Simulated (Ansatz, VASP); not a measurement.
# Mg3ScAlCo in two plane-wave programs

Aim: how closely do two programs agree when they are given the same cell, functional and k mesh? The cell is invented: Sites of the YAlCo4 structure (space group 187) filled with other elements, volume scaled by an estimate. It may not be a known or stable phase.

Program: Ansatz 0.2.0. Level of theory: plane waves, with VASP 6.6.1 beside it; relaxation of cell and atoms at PBE. Results are calculated unless marked as measured.

**1. Set-up**

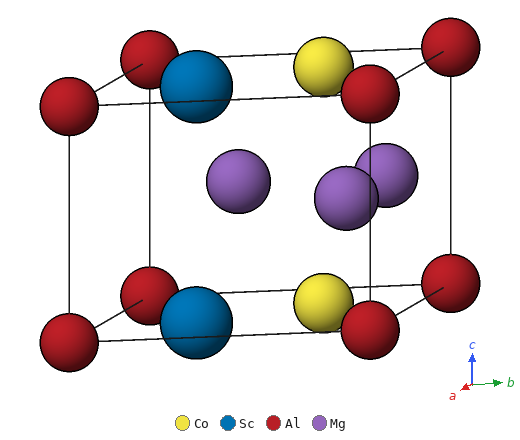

The cell as given, slightly off an axis (cobalt yellow, scandium blue, aluminium red, magnesium purple). Some periodic images of atoms are drawn too.

As a file:

```cif
data_structure
_symmetry_space_group_name_H-M 'P-6m2'
_symmetry_Int_Tables_number 187
_cell_length_a 5.6068
_cell_length_b 5.6068
_cell_length_c 4.3017
_cell_angle_alpha 90.000
_cell_angle_beta 90.000
_cell_angle_gamma 120.000
_cell_volume 117.11
loop_
_atom_site_label
_atom_site_type_symbol
_atom_site_symmetry_multiplicity
_atom_site_Wyckoff_symbol
_atom_site_fract_x
_atom_site_fract_y
_atom_site_fract_z
_atom_site_occupancy
Co1 Co 1 a 0.00000 0.00000 0.00000 1
Sc1 Sc 1 c 0.33333 0.66667 0.00000 1
Al1 Al 1 e 0.66667 0.33333 0.00000 1
Mg1 Mg 3 k 0.32654 0.16327 0.50000 1
```

**2. VASP: relaxation of cell and atoms, PBE**

The relaxed volume is the usual yardstick between codes: its relative difference is about their pressure difference at one cell divided by the bulk modulus.

Lines of VASP's logs that name or quote its potential files are left out, and so is its time.

Input file INCAR:

```
SYSTEM = Mg3ScAlCo
PREC = Accurate
ENCUT = 400
EDIFF = 1E-06
NELM = 100
ISMEAR = -1
SIGMA = 0.05
LREAL = .FALSE.
ALGO = Normal
GGA = PE
ISPIN = 2
MAGMOM = 2 0 0 0 0 0
LMAXMIX = 4
LORBIT = 11
LWAVE = .FALSE.
LCHARG = .FALSE.
KPAR = 2
IBRION = 2
NSW = 60
ISIF = 3
EDIFFG = -0.01
```

Input file POSCAR:

```
Mg3ScAlCo
1.0
    5.6067860000      0.0000000000      0.0000000000
   -2.8033930000      4.8556190000      0.0000000000
    0.0000000000      0.0000000000      4.3016850000
Co Sc Al Mg
1 1 1 3
Direct
    0.3333333300      0.6666666700      0.0000000000
    0.6666666700      0.3333333300      0.0000000000
    0.0000000000      0.0000000000      0.0000000000
    0.6598706700      0.8299353300      0.5000000000
    0.1700646700      0.8299353300      0.5000000000
    0.1700646700      0.3401293300      0.5000000000
```

Input file KPOINTS:

```
Automatic mesh
0
Gamma
6 6 6
0 0 0
```

The projector-augmented-wave data sets are Co, Sc_sv, Al and Mg (PBE family, release 64).

Run with:

```sh
> mpirun -np 2 vasp_std
```

Numbers of over 12 decimals in the logs are rounded to 6 here.

The log of the run:

```text
[banner, memory and clock lines left out]
running    2 mpi-ranks, on    1 nodes
 distrk:  each k-point on    1 cores,    2 groups
 distr:  one band on    1 cores,    1 groups

 POSCAR found type information on POSCAR CoScAlMg
 POSCAR found :  4 types and       6 ions
 LDA part: xc-table for (Slater+PW92), standard interpolation
 POSCAR, INCAR and KPOINTS ok, starting setup
 FFT: planning ... GRIDC
 FFT: planning ... GRID_SOFT
 FFT: planning ... GRID
 WAVECAR not read
 entering main loop
       N       E                     dE             d eps       ncg     rms          rms(c)
DAV:   1     0.197570352339E+03    0.19757E+03   -0.10420E+04  2320   0.107E+03
DAV:   2    -0.130653609447E+02   -0.21064E+03   -0.20739E+03  2354   0.401E+02
DAV:   3    -0.233530635818E+02   -0.10288E+02   -0.97271E+01  3234   0.877E+01
DAV:   4    -0.238232312283E+02   -0.47017E+00   -0.45994E+00  3205   0.152E+01
DAV:   5    -0.238370137561E+02   -0.13783E-01   -0.13723E-01  3072   0.292E+00    0.111E+01
DAV:   6    -0.278563896220E+02   -0.40194E+01   -0.87429E+01  3044   0.973E+01    0.245E+01
DAV:   7    -0.207025756593E+02    0.71538E+01   -0.27207E+01  3082   0.684E+01    0.304E+00
DAV:   8    -0.208423559339E+02   -0.13978E+00   -0.23006E+00  3199   0.115E+01    0.231E+00
DAV:   9    -0.208530019882E+02   -0.10646E-01   -0.67782E-01  3663   0.687E+00    0.300E+00
DAV:  10    -0.208110444775E+02    0.41958E-01   -0.50739E-01  3113   0.647E+00    0.126E+00
DAV:  11    -0.208031277889E+02    0.79167E-02   -0.45225E-02  3169   0.208E+00    0.282E-01
DAV:  12    -0.208029784411E+02    0.14935E-03   -0.54330E-03  3431   0.568E-01    0.149E-01
DAV:  13    -0.208028939569E+02    0.84484E-04   -0.16529E-03  3425   0.324E-01    0.852E-02
DAV:  14    -0.208028734494E+02    0.20507E-04   -0.95871E-05  3451   0.985E-02    0.430E-02
DAV:  15    -0.208028658027E+02    0.76467E-05   -0.35618E-05  3613   0.516E-02    0.147E-02
DAV:  16    -0.208028653147E+02    0.48807E-06   -0.29812E-06  1984   0.142E-02
   1 F= -.20802865E+02 E0= -.20782019E+02  d E =-.208029E+02  mag=     0.7504
[...]
2 F= -.20911896E+02 E0= -.20890865E+02  d E =-.109031E+00  mag=     0.5775
[...]
3 F= -.20946008E+02 E0= -.20926448E+02  d E =-.143142E+00  mag=     0.3807
[...]
4 F= -.20946529E+02 E0= -.20926734E+02  d E =-.143664E+00  mag=     0.3897
[...]
5 F= -.20961458E+02 E0= -.20942231E+02  d E =-.149294E-01  mag=     0.2374
[...]
6 F= -.20961464E+02 E0= -.20942231E+02  d E =-.149356E-01  mag=     0.2369
[...]
7 F= -.20961456E+02 E0= -.20942213E+02  d E =-.149270E-01  mag=     0.2369
 curvature:  -0.67 expect dE=-0.368E-03 dE for cont linesearch -0.331E-05
 ZBRENT: accuracy reached
 trial: gam=-0.02000 g(F)=  0.411E-03 g(S)=  0.138E-03 ort = 0.386E-03 (trialstep = 0.117E+01)
 search vector abs. value=  0.546E-03
 bond charge predicted
       N       E                     dE             d eps       ncg     rms          rms(c)
DAV:   1    -0.209646404134E+02   -0.31844E-02   -0.48510E-02  3293   0.295E+00    0.608E-01
DAV:   2    -0.210535256465E+02   -0.88885E-01   -0.66491E-01  3225   0.706E+00    0.407E+00
DAV:   3    -0.209611402397E+02    0.92385E-01   -0.52398E-01  3138   0.616E+00    0.726E-02
DAV:   4    -0.209617302752E+02   -0.59004E-03   -0.75619E-03  2637   0.517E-01    0.116E-01
DAV:   5    -0.209616791205E+02    0.51155E-04   -0.83050E-04  3645   0.217E-01    0.285E-02
DAV:   6    -0.209616748090E+02    0.43116E-05   -0.52882E-05  3809   0.681E-02    0.170E-02
DAV:   7    -0.209616742945E+02    0.51448E-06   -0.44240E-06  1944   0.170E-02
   8 F= -.20961674E+02 E0= -.20942299E+02  d E =-.218513E-03  mag=     0.2472
 trial-energy change:   -0.000219  1 .order   -0.000248   -0.000634    0.000138
 step:   0.9165(harm=  0.9628)  dis= 0.00184  next Energy=   -20.961690 (dE=-0.234E-03)
 reached required accuracy - stopping structural energy minimisation
```

OUTCAR, selected parts (step 2):

```text
ion  position               nearest neighbor table
   1  0.333  0.667  0.000-   5 2.67   5 2.67   6 2.67   6 2.67   4 2.67   4 2.67   2 3.24   3 3.24
                             2 3.24   3 3.24   3 3.24   2 3.24
   2  0.667  0.333  0.000-   1 3.24   3 3.24   1 3.24   3 3.24   3 3.24   1 3.24   5 3.53   5 3.53
                             4 3.53   4 3.53   4 3.53   4 3.53   5 3.53   5 3.53   6 3.53   6 3.53
   3  0.000  0.000  0.000-   6 2.71   6 2.71   4 2.71   4 2.71   5 2.71   5 2.71   1 3.24   2 3.24
                             2 3.24   1 3.24   2 3.24   1 3.24
   4  0.660  0.830  0.500-   1 2.67   1 2.67   3 2.71   3 2.71   6 2.75   5 2.75   6 2.86   5 2.86
                             2 3.53   2 3.53   2 3.53   2 3.53
   5  0.170  0.830  0.500-   1 2.67   1 2.67   3 2.71   3 2.71   6 2.75   4 2.75   6 2.86   4 2.86
                             2 3.53   2 3.53   2 3.53   2 3.53
   6  0.170  0.340  0.500-   1 2.67   1 2.67   3 2.71   3 2.71   4 2.75   5 2.75   5 2.86   4 2.86
                             2 3.53   2 3.53   2 3.53   2 3.53

  LATTYP: Found a hexagonal cell.
 ALAT       =     5.6067860000
 C/A-ratio  =     0.7672283194

 Subroutine GETGRP returns: Found 12 space group operations
 (whereof 12 operations were pure point group operations)

The static configuration has the point symmetry D_3h.

 Found     28 irreducible k-points:

   k-points           NKPTS =     28   k-points in BZ     NKDIM =     28   number of bands    NBANDS=     19

   dimension x,y,z NGX =    40 NGY =   40 NGZ =   28
   dimension x,y,z NGXF=    80 NGYF=   80 NGZF=   56

   ENCUT  =  400.0 eV  29.40 Ry    5.42 a.u.   9.14  9.14  7.01*2*pi/ulx,y,z

   NELECT =      29.0000    total number of electrons

 k-points in reciprocal lattice and weights: Automatic mesh
   0.00000000  0.00000000  0.00000000       0.005
   0.16666667  0.00000000  0.00000000       0.028
   0.33333333 -0.00000000  0.00000000       0.028
   0.50000000  0.00000000  0.00000000       0.014
   0.16666667  0.16666667  0.00000000       0.028
   0.33333333  0.16666667  0.00000000       0.056
   0.33333333  0.33333333  0.00000000       0.009
   0.00000000  0.00000000  0.16666667       0.009
   0.16666667  0.00000000  0.16666667       0.056
[...]
0.33333333  0.16666667  0.50000000       0.056
   0.33333333  0.33333333  0.50000000       0.009

 average (electrostatic) potential at core
       1 -83.4275       2 -47.4780       3 -75.9055       4 -36.8193       5 -36.8193
       6 -36.8193

 E-fermi :   4.3331

 spin component 1
 k-point     1 :       0.0000    0.0000    0.0000
  band No.  band energies     occupation
    ...
     11       3.2559      1.00000
     12       3.2559      1.00000
     13       3.4342      1.00000
     14       3.4342      1.00000
     15       3.8017      0.99998
     16       4.8326      0.00005
     17       4.8326      0.00005
     18       5.5774      0.00000
     19       5.5774      0.00000

 k-point     2 :       0.1667    0.0000    0.0000
  band No.  band energies     occupation
    ...
     11       3.2335      1.00000
     12       3.3769      1.00000
     13       3.4326      1.00000
     14       3.7216      1.00000
     15       4.0214      0.99804
     16       4.9587      0.00000
     17       4.9686      0.00000
     18       5.5833      0.00000
     19       5.7152      0.00000

 k-point     3 :       0.3333   -0.0000    0.0000
  band No.  band energies     occupation
    ...
     10       2.8554      1.00000
     11       3.1900      1.00000
     12       3.3130      1.00000
     13       3.7299      0.99999
     14       3.7308      0.99999
     15       4.5002      0.03417
     16       5.1610      0.00000
     17       5.5534      0.00000
     18       5.5945      0.00000
     19       5.7203      0.00000

 k-point     4 :       0.5000    0.0000    0.0000
  band No.  band energies     occupation
    ...
     10       2.9327      1.00000
     11       3.1688      1.00000
     12       3.2980      1.00000
     13       3.7378      0.99999
     14       3.9210      0.99974
     15       4.6730      0.00111
     16       5.2472      0.00000
     17       5.4848      0.00000
     18       5.5998      0.00000
     19       5.6415      0.00000

 k-point     5 :       0.1667    0.1667    0.0000
  band No.  band energies     occupation
    ...
     10       2.9470      1.00000
     11       3.2108      1.00000
     12       3.2937      1.00000
     13       3.6543      1.00000
     14       3.9293      0.99969
     15       4.3755      0.29984
     16       4.8029      0.00008
     17       5.4157      0.00000
     18       5.5394      0.00000
     19       6.0044      0.00000

 k-point     6 :       0.3333    0.1667    0.0000
  band No.  band energies     occupation
    ...
     10       3.0666      1.00000
     11       3.1901      1.00000
     12       3.2508      1.00000
     13       3.9573      0.99946
     14       3.9718      0.99927
     15       4.6289      0.00269
     16       5.0346      0.00000
     17       5.1421      0.00000
     18       5.6451      0.00000
     19       6.1790      0.00000

  Total       -0.0406289     -0.0406289     -0.0424175      0.0000000      0.0000000     -0.0000000
  in kB       -0.5666041     -0.5666041     -0.5915480      0.0000000      0.0000000     -0.0000000
  external PRESSURE =      -0.5749187 kB  Pullay stress =       0.0000000 kB

  energy-cutoff  :      400.00
  volume of cell :      114.89
      direct lattice vectors                 reciprocal lattice vectors
     5.411912408 -0.000000000  0.000000000     0.184777566  0.106681379 -0.000000000
    -2.705956204  4.686853531  0.000000000     0.000000000  0.213362759 -0.000000000
     0.000000000  0.000000000  4.529329043    -0.000000000 -0.000000000  0.220783253

 POSITION                                       TOTAL-FORCE (eV/Angst)
 -----------------------------------------------------------------------------------
     -0.00000      3.12457      0.00000        -0.000000     -0.000000      0.000000
      2.70596      1.56228      0.00000        -0.000000     -0.000000      0.000000
     -2.70596      4.68685      0.00000        -0.000000     -0.000000      0.000000
      1.31863      3.88588      2.26466        -0.004539     -0.002621     -0.000000
     -1.31863      3.88588      2.26466         0.004539     -0.002621      0.000000
      0.00000      1.60195      2.26466        -0.000000      0.005242      0.000000
 -----------------------------------------------------------------------------------
    total drift:                               -0.000027      0.000016     -0.000000

  FREE ENERGIE OF THE ION-ELECTRON SYSTEM (eV)
  ---------------------------------------------------
  free  energy   TOTEN  =       -20.9616742945 eV

  energy  without entropy=      -20.9229235942  energy(sigma->0) =      -20.94229894

 reached required accuracy - stopping structural energy minimisation

 total charge
# of ion       s       p       d       tot
------------------------------------------
    1        0.391   0.276   7.351   8.018
    2        2.186   6.086   0.914   9.186
    3        0.424   0.378   0.000   0.802
    4        0.224   0.184   0.024   0.432
    5        0.224   0.184   0.024   0.432
    6        0.224   0.184   0.024   0.432
--------------------------------------------------
tot          3.671   7.292   8.337  19.301

 magnetization (x)
# of ion       s       p       d       tot
------------------------------------------
    1        0.002   0.001   0.273   0.275
    2       -0.002  -0.001  -0.019  -0.022
    3        0.000  -0.001   0.000  -0.000
    4       -0.000   0.001  -0.000  -0.000
    5       -0.000   0.001  -0.000  -0.000
    6       -0.000   0.001  -0.000  -0.000
--------------------------------------------------
tot         -0.002   0.000   0.254   0.253

[... 6 further parts left out ...]
```

CONTCAR:

```
Mg3ScAlCo
   1.00000000000000
     5.4119124084920616   -0.0000000000000000    0.0000000000000000
    -2.7059562042460308    4.6868535305331562    0.0000000000000000
     0.0000000000000000    0.0000000000000000    4.5293290425123942
  Co              Sc              Al              Mg
     1     1     1     3
Direct
     0.3333333300000021    0.6666666699999979    0.0000000000000000
     0.6666666699999979    0.3333333300000021    0.0000000000000000
     0.0000000000000000    1.0000000000000000    0.0000000000000000
     0.6582031009440561    0.8291015454727868    0.5000000000000000
     0.1708984545287313    0.8291015454727868    0.5000000000000000
     0.1708984545272133    0.3417968990544257    0.5000000000000000
```

(Part 1 of 2 ends here.)

[Lines on the potential files, build, host, timing and source positions are cut from VASP's logs without a mark.]

[Logs are printed without paths, hosts, clocks, repeated set-up lines and the standing remarks that a program may print on its own settings, such as how far it seeks lower states.]

[Hosts, paths, dates, database ids (printed as entryN), source tags and the programs' standing remarks are cut or masked in the printed files.]
